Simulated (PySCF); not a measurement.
Run report: C2H6GeNP, geometry relaxation

- system: C2H6GeNP, SMILES C#[C][Ge@@H]([NH2])[PH2]
- method: PBE0-D3(BJ)/def2-SVP geometry optimisation from the GFN2-xTB point and Hessian, gas phase (PySCF 2.14.0)

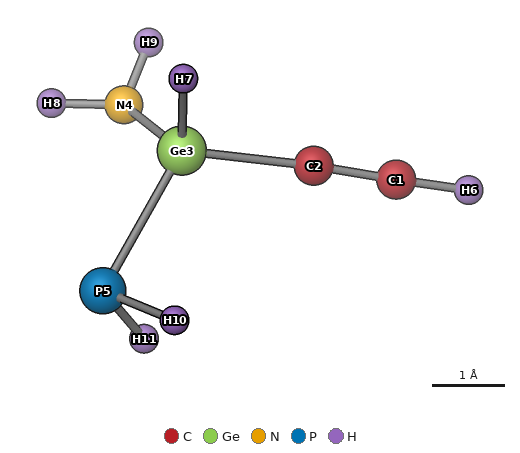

Fig. 1: The structure as given in the input (ball-and-stick view, seen at a tilt; atoms are numbered from 1 in the order of the input). Sticks mark near contacts.

### Summary

| quantity | value |
| --- | --- |
| outcome | converged |
| total energy | −2551.863486 hartree |
| hardware | 1 CPU thread, shared host |
| wall time | 1.8 min |
| peak memory | 0.61 GiB |

### Input
```
{"job": {"xc": "PBE0", "basis": "def2-SVP", "kind": "refine"}, "charge": 0, "multiplicity": 1}
C      2.449125    -0.956829    -0.306764
C      1.412653    -0.454347     0.038644
Ge    -0.284261     0.262749     0.559122
N     -0.447243     1.799717    -0.401730
P     -2.107232    -1.033697     0.003675
H      3.368750    -1.376252    -0.603660
H     -0.162223     0.493589     2.070299
H     -1.352050     2.247042    -0.394381
H      0.265385     2.503895    -0.279482
H     -1.547638    -2.183429     0.543500
H     -1.589841    -1.299767    -1.255185
```

The first line tells a small driver script what to run in PySCF; the rest is the geometry in Å.

Launch command:
```bash
OMP_NUM_THREADS=1 python <driver script> task.json out
```

### Output
```
step      E/eV     max force
  0    -69439.64341   1.6644
  1    -69439.72604   0.7911
  2    -69439.73822   0.3984
  3    -69439.72885   0.6621
  4    -69439.74030   0.0758
  5    -69439.74104   0.0849
  6    -69439.74082   0.1774
  7    -69439.74149   0.2110
  8    -69439.74169   0.0407
  9    -69439.74213   0.0303
 10    -69439.74227   0.0631
 11    -69439.74236   0.0392
 12    -69439.74240   0.0121
```

### Trajectory as extended XYZ (Å, eV, eV/Å), 9 of the 13 frames kept, from step=0 to step=12
```
11
Properties=species:S:1:pos:R:3:forces:R:3 step=0 energy=-69439.64341
C     2.4491   -0.9568   -0.3068    0.5670  -0.2230  -0.1500
C     1.4127   -0.4543    0.0386   -1.5460   0.4880   0.3770
Ge   -0.2843    0.2627    0.5591    0.5170   0.2090  -0.0150
N    -0.4472    1.7997   -0.4017   -0.1540  -0.0420  -0.3190
P    -2.1072   -1.0337    0.0037   -0.6580   0.7990   0.4280
H     3.3688   -1.3763   -0.6037    0.8060  -0.3870  -0.2670
H    -0.1622    0.4936    2.0703   -0.1480  -0.0980   0.2690
H    -1.3521    2.2470   -0.3944   -0.2940   0.0640   0.0550
H     0.2654    2.5039   -0.2795    0.2900   0.1000   0.0770
H    -1.5476   -2.1834    0.5435    0.3200  -0.7700   0.4490
H    -1.5898   -1.2998   -1.2552    0.3000  -0.1410  -0.9030
11
Properties=species:S:1:pos:R:3:forces:R:3 step=2 energy=-69439.73822
C     2.4447   -0.9611   -0.3223    0.0900  -0.0310  -0.0410
C     1.3935   -0.4429   -0.0025   -0.1740   0.0630   0.0580
Ge   -0.2786    0.2966    0.5296    0.0230   0.0170   0.0230
N    -0.4798    1.8495   -0.4182   -0.2560   0.2560   0.0230
P    -2.0855   -1.0265   -0.0641    0.0820  -0.1450   0.0160
H     3.3750   -1.4123   -0.6107    0.0770  -0.0410  -0.0230
H    -0.2376    0.4438    2.0697   -0.0200  -0.0080  -0.0080
H    -1.3598    2.3447   -0.2391    0.3560  -0.1730  -0.0450
H     0.2972    2.5039   -0.3384   -0.0920  -0.0560   0.0020
H    -1.5860   -2.1582    0.6631   -0.0600   0.0930  -0.0600
H    -1.4777   -1.4347   -1.2930   -0.0260   0.0250   0.0550
11
Properties=species:S:1:pos:R:3:forces:R:3 step=3 energy=-69439.72885
C     2.4291   -0.9928   -0.3302   -0.1310   0.0920   0.0680
C     1.3934   -0.4430    0.0108    0.4370  -0.2070  -0.1060
Ge   -0.2636    0.3201    0.5457   -0.1310  -0.0560  -0.0580
N    -0.4721    1.8634   -0.4184    0.5380  -0.3530  -0.0610
P    -2.0566   -1.0346   -0.0382    0.0090  -0.0050  -0.0290
H     3.3522   -1.4739   -0.6287   -0.2430   0.1240   0.0640
H    -0.2545    0.4696    2.0845    0.0430   0.0190   0.0000
H    -1.3716    2.2966   -0.3260   -0.5930   0.2790   0.0940
H     0.2511    2.5588   -0.2694    0.0780   0.0690  -0.0050
H    -1.5192   -2.1722    0.6428   -0.0060   0.0410  -0.0310
H    -1.4828   -1.3893   -1.2989   -0.0020  -0.0010   0.0630
11
Properties=species:S:1:pos:R:3:forces:R:3 step=4 energy=-69439.74030
C     2.4468   -0.9621   -0.3246    0.0190  -0.0260  -0.0050
C     1.3934   -0.4524    0.0072   -0.0290   0.0300   0.0110
Ge   -0.2749    0.2988    0.5339    0.0000   0.0030   0.0040
N    -0.4692    1.8482   -0.4243   -0.0730  -0.0170  -0.0110
P    -2.0838   -1.0288   -0.0483    0.0050  -0.0060  -0.0100
H     3.3771   -1.4139   -0.6194    0.0100   0.0010  -0.0050
H    -0.2455    0.4524    2.0730    0.0000   0.0010  -0.0020
H    -1.3563    2.3229   -0.2724    0.0370  -0.0080   0.0120
H     0.2878    2.5165   -0.3129    0.0320   0.0180   0.0030
H    -1.5739   -2.1649    0.6524   -0.0050   0.0080   0.0030
H    -1.4960   -1.4141   -1.2905    0.0010  -0.0030   0.0000
11
Properties=species:S:1:pos:R:3:forces:R:3 step=6 energy=-69439.74082
C     2.4374   -0.9539   -0.3338   -0.0070   0.0100   0.0010
C     1.3875   -0.4419    0.0070   -0.0010  -0.0020  -0.0030
Ge   -0.2860    0.2995    0.5319    0.0020  -0.0010   0.0150
N    -0.4728    1.8547   -0.4184    0.0410   0.0470  -0.0050
P    -2.0818   -1.0347   -0.0774    0.1020  -0.1420  -0.0300
H     3.3665   -1.4019   -0.6388    0.0040  -0.0040   0.0030
H    -0.2666    0.4442    2.0733   -0.0050  -0.0020  -0.0230
H    -1.3388    2.3573   -0.2394    0.0170  -0.0110   0.0160
H     0.3100    2.4996   -0.3276   -0.0510  -0.0390  -0.0100
H    -1.6038   -2.1534    0.6846   -0.0470   0.1050  -0.0760
H    -1.4460   -1.4668   -1.2873   -0.0550   0.0390   0.1130
11
Properties=species:S:1:pos:R:3:forces:R:3 step=8 energy=-69439.74169
C     2.4407   -0.9572   -0.3267   -0.0010   0.0100   0.0040
C     1.3900   -0.4432    0.0086    0.0090  -0.0090  -0.0060
Ge   -0.2828    0.2992    0.5328   -0.0050  -0.0020   0.0000
N    -0.4767    1.8498   -0.4243   -0.0140  -0.0280  -0.0070
P    -2.0814   -1.0373   -0.0614   -0.0220   0.0340   0.0040
H     3.3719   -1.4062   -0.6248   -0.0070  -0.0010   0.0010
H    -0.2608    0.4517    2.0721    0.0010   0.0000  -0.0020
H    -1.3409    2.3500   -0.2339   -0.0100   0.0130   0.0100
H     0.3036    2.4956   -0.3406    0.0250   0.0150  -0.0010
H    -1.5831   -2.1629    0.6608    0.0090  -0.0240   0.0180
H    -1.4751   -1.4366   -1.2886    0.0140  -0.0090  -0.0220
11
Properties=species:S:1:pos:R:3:forces:R:3 step=9 energy=-69439.74213
C     2.4409   -0.9494   -0.3291   -0.0050   0.0000   0.0020
C     1.3870   -0.4422    0.0066    0.0060  -0.0010  -0.0040
Ge   -0.2872    0.2971    0.5308   -0.0020  -0.0030   0.0050
N    -0.4772    1.8504   -0.4227    0.0040   0.0260   0.0010
P    -2.0842   -1.0388   -0.0691    0.0040  -0.0060  -0.0040
H     3.3730   -1.3956   -0.6278   -0.0010   0.0010   0.0000
H    -0.2672    0.4458    2.0707    0.0000   0.0000  -0.0050
H    -1.3322    2.3630   -0.2198    0.0220  -0.0070   0.0040
H     0.3145    2.4856   -0.3500   -0.0240  -0.0180  -0.0040
H    -1.5970   -2.1599    0.6712   -0.0030   0.0050  -0.0020
H    -1.4651   -1.4536   -1.2866   -0.0020   0.0010   0.0070
11
Properties=species:S:1:pos:R:3:forces:R:3 step=10 energy=-69439.74227
C     2.4402   -0.9464   -0.3299   -0.0080   0.0090  -0.0010
C     1.3856   -0.4393    0.0038    0.0110  -0.0100  -0.0020
Ge   -0.2901    0.2964    0.5283    0.0000   0.0010  -0.0030
N    -0.4795    1.8519   -0.4224   -0.0310   0.0440   0.0150
P    -2.0849   -1.0406   -0.0759    0.0140  -0.0200  -0.0050
H     3.3735   -1.3905   -0.6283   -0.0030   0.0000   0.0030
H    -0.2716    0.4429    2.0683    0.0000   0.0000   0.0000
H    -1.3256    2.3742   -0.2027    0.0550  -0.0290  -0.0110
H     0.3201    2.4782   -0.3598   -0.0220  -0.0160  -0.0030
H    -1.6061   -2.1572    0.6780   -0.0070   0.0150  -0.0110
H    -1.4561   -1.4667   -1.2853   -0.0080   0.0050   0.0180
11
Properties=species:S:1:pos:R:3:forces:R:3 step=12 energy=-69439.74240
C     2.4407   -0.9417   -0.3308    0.0010  -0.0030   0.0000
C     1.3840   -0.4396    0.0032   -0.0010   0.0020   0.0000
Ge   -0.2924    0.2949    0.5271    0.0000   0.0000   0.0010
N    -0.4797    1.8516   -0.4221   -0.0080  -0.0070   0.0010
P    -2.0867   -1.0424   -0.0774   -0.0060   0.0080   0.0020
H     3.3755   -1.3836   -0.6275    0.0000   0.0000  -0.0010
H    -0.2748    0.4407    2.0671    0.0000   0.0000   0.0000
H    -1.3182    2.3800   -0.1948   -0.0030   0.0010   0.0010
H     0.3244    2.4713   -0.3668    0.0110   0.0050  -0.0010
H    -1.6108   -2.1567    0.6794    0.0020  -0.0050   0.0030
H    -1.4567   -1.4717   -1.2835    0.0020  -0.0010  -0.0060
```

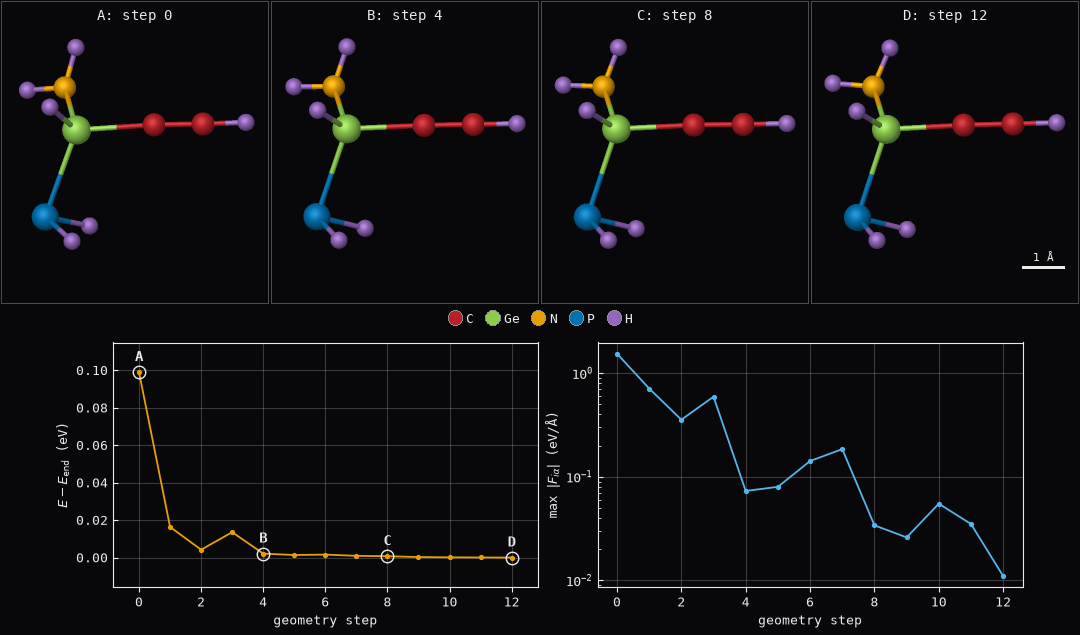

Fig. 2: Frames of the relaxation (ball-and-stick view, seen at a tilt) above the curves, on which the letters mark them (steps are counted from 0).

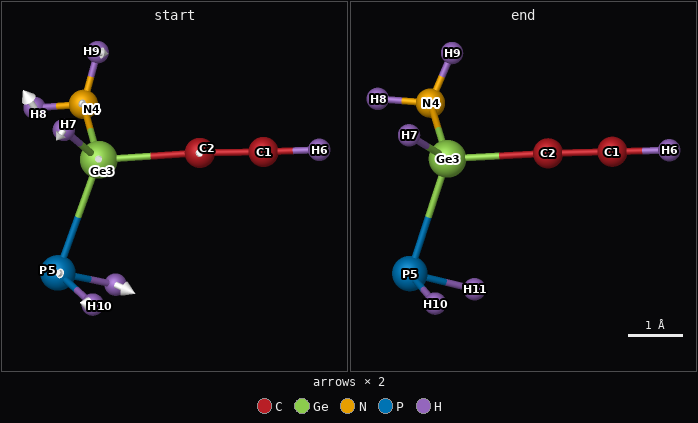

Fig. 3: Before (left) and after (right) the relaxation, at one scale (ball-and-stick view, seen at a tilt). The white arrows give the displacements, magnified 2 times. H8 moves most after the best rigid fit: 0.24 Å. Largest moves by element: H 0.24 Å, P 0.08 Å, N 0.06 Å, C 0.05 Å, Ge 0.05 Å. Among the contacts that change: P5–H10 1.388 → 1.429 Å, C1–H6 1.054 → 1.076 Å, C1–C2 1.202 → 1.217 Å, Ge3–H7 1.534 → 1.547 Å. Among the angles that change: P5–Ge3–H7 112.7° → 108.8°, Ge3–N4–H9 117.5° → 114.1°, C2–Ge3–H7 104.7° → 107.5°. After 12 geometry steps the energy has fallen by 0.099 eV. The largest force component goes from 1.5 to 0.011 eV/Å. (Atoms are counted from 1 in the order of the input.)
